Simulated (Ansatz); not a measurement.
# HOF (hypofluorous acid): r2SCAN/aug-cc-pVTZ

Aim: the vertical singlet–triplet gap of HOF (hypofluorous acid) at r2SCAN/aug-cc-pVTZ, from 2 runs. 

The results are computed with Ansatz 0.2.0.

48 further runs of the same task are left out: 48 set aside as unsound or not needed.

**1. Starting point**

HOF has 3 atoms, charge 0, and is taken as a singlet. As SMILES, `OF`. Geometry: relaxed at PBE0-D4/def2-TZVP.

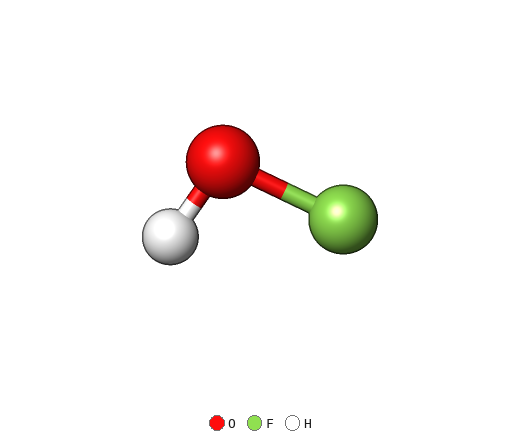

Viewed from a chosen angle; oxygen red, fluorine green, hydrogen white.

**2. A single-point energy at r2SCAN/aug-cc-pVTZ**

in.yaml

```yaml
crystal:
  periodic: [false, false, false]
  atoms:
    - {symbol: O, position_ang: [0.430590, -0.210340, 0.216330]}
    - {symbol: F, position_ang: [-0.221910, 1.014620, -0.010980]}
    - {symbol: H, position_ang: [-0.208690, -0.804280, -0.205350]}
basis:
  gaussian:
    orbitals: aug-cc-pVTZ
hamiltonian:
  xc: r2scan
accuracy: high
output:
  orbitals: {seedname: orbitals}
```

Started as:

```
$ ansatz run in.yaml --threads 1 --pin off --max-ram 3480MiB --events-out events.jsonl --progress --plain --runs-dir runs
```

The program printed:

```text
Warning: RAYON_NUM_THREADS=1 ignored (pool sized by the plan → 1); use --threads N
Functional definition: r2SCAN
  name "r2SCAN"
  parameter k0 = 0.174
  parameter k1 = 0.065
  parameter a1 = 4.9479
  exchange = r2scan_x(k0 = k0, k1 = k1, a1 = a1)
  correlation = r2scan_c
1764 factors; integrals over basis functions are off by at most 3.3e-9 eV
mean field evaluation 1: about -4774.8523 eV, gradient 3.3e1 eV
mean field evaluation 2: about -4771.3579 eV, gradient 5.5e1 eV
mean field evaluation 4: about -4776.4796 eV, gradient 2.6e0 eV
mean field evaluation 8: about -4776.4919 eV, gradient 3.3e-2 eV
mean field evaluation 16: about -4776.4919 eV, gradient 1.1e-6 eV
mean field -4776.49191440 eV, -175.5328402316 hartree, gradient 9.9e-8 eV, S^2 0.000000; 0 other end points of the search recorded, 0 dependent functions left out
reference -4776.49191534 eV, -175.5328402663 hartree; 9, 9 occupied and 106, 106 virtual orbitals, 1764 factors
Total energy: -4776.49191534 eV, -175.5328402663 hartree
```

It took 5.1 s on 1 thread of Arm Neoverse V2, shared host; peak memory 0.26 GiB.

**3. The triplet**

Changes to in.yaml since step 2:

```diff
@@ -7,8 +7,6 @@
 basis:
-  gaussian:
-    orbitals: aug-cc-pVTZ
-hamiltonian:
-  xc: r2scan
+  gaussian: {orbitals: aug-cc-pVTZ}
+magnetization: {spin_polarized: true, initial_magnetization: 2}
+hamiltonian: {xc: r2scan}
 accuracy: high
-output:
-  orbitals: {seedname: orbitals}
+output: {orbitals: {seedname: orbitals}}
```

Started as:

```
$ ansatz run in.yaml --threads 1 --pin off --max-ram 3480MiB --events-out events.jsonl --progress --plain --runs-dir runs
```

The program printed:

```text
Warning: RAYON_NUM_THREADS=1 ignored (pool sized by the plan → 1); use --threads N
[... 7 set-up lines as earlier in the session ...]
1764 factors; integrals over basis functions are off by at most 3.3e-9 eV
mean field evaluation 1: about -4770.7383 eV, gradient 2.6e1 eV
mean field evaluation 2: about -4763.6202 eV, gradient 5.0e1 eV
mean field evaluation 4: about -4772.7755 eV, gradient 6.9e0 eV
mean field evaluation 8: about -4772.9244 eV, gradient 1.8e-1 eV
mean field evaluation 16: about -4772.9245 eV, gradient 1.3e-5 eV
mean field -4772.92450386 eV, -175.4017403125 hartree, gradient 8.0e-8 eV, S^2 2.009860; 0 other end points of the search recorded, 0 dependent functions left out
reference -4772.92450959 eV, -175.4017405231 hartree; 10, 8 occupied and 105, 107 virtual orbitals, 1764 factors
Total energy: -4772.92450959 eV, -175.4017405231 hartree
```

Wall time 8.4 s (1 thread of Arm Neoverse V2, shared host); peak memory 0.34 GiB.

**4. Outcome**

Level: r2SCAN/aug-cc-pVTZ.

| quantity | value |
| --- | --- |
| singlet: total energy | -175.53284 Eh |
| singlet: HOMO energy | -7.63 eV |
| singlet: LUMO energy | -2.43 eV |
| singlet: HOMO–LUMO gap | 5.20 eV |
| triplet: total energy | -175.40174 Eh |
| triplet: HOMO energy (highest over α and β) | -3.96 eV |
| triplet: ⟨S²⟩ | 2.010 |
| vertical energy of the triplet above the singlet | 3.567 eV |

**Reading.** At this shape the triplet lies 3.57 eV (82 kcal/mol) above the singlet.
